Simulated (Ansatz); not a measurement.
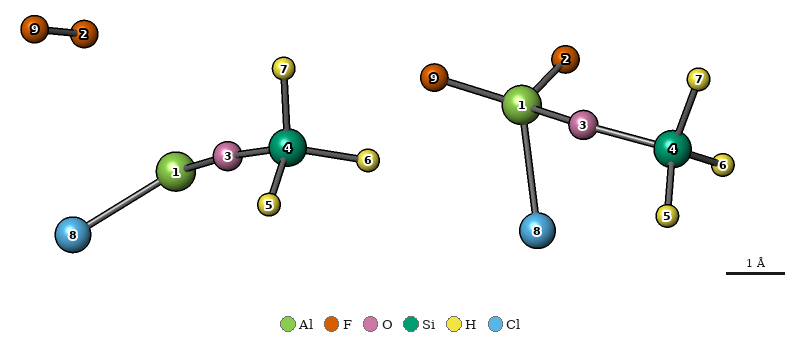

Two geometries of AlSiH3OClF2 (multiplicity 2), drawn at one scale. One is the start of a relaxation, the other its converged end. Style: ball-and-stick. Shown at a tilt.

Method: UKS PBE0-D4/def2-SVP (Ansatz 0.2.0). Settings: collinear spin; force threshold 0.03 eV/Å; at most 50 steps.

> Which geometry has the lower energy?

The right one is the relaxed one. The run prepares an end point of a later path (reaction) calculation, from a guessed geometry. Over 30 geometry steps the energy falls by 175.3 kcal/mol. Largest force component: 3.9 eV/Å at the start, 0.016 eV/Å at the end. The largest moves after the best rigid fit, 1.64 Å, are those of Al1 and F2. By element the largest moves are Al 1.64 Å, F 1.63 Å, Cl 1.21 Å, O 1.14 Å, H 1.13 Å, Si 0.29 Å. Near-neighbour distances that change, for instance: Al1–F9 3.651 → 1.654 Å, F2–F9 1.292 → 2.847 Å, Al1–F2 2.887 → 1.656 Å, Al1–O3 1.695 → 1.799 Å. New bonds form, among them: Al1–F2 (2.89 → 1.66 Å), Al1–F9 (3.65 → 1.65 Å). Bonds break, among them: F2–F9 (1.29 → 2.85 Å). Among the angles between lasting bonds that change: O3–Al1–Cl8 118.8° → 75.9°, Al1–O3–Si4 172.1° → 146.6°, O3–Si4–H7 110.2° → 103.1°. Cost: 5.4 min on 4 threads of Intel(R) Xeon(R) Processor @ 2.50GHz (Skylake/Cascade Lake), with other jobs on the host, peak memory 0.4 GiB.

Limits of the set-up: the start holds two separate molecules, 2.9 Å apart at their closest, whose relative position is a soft coordinate.
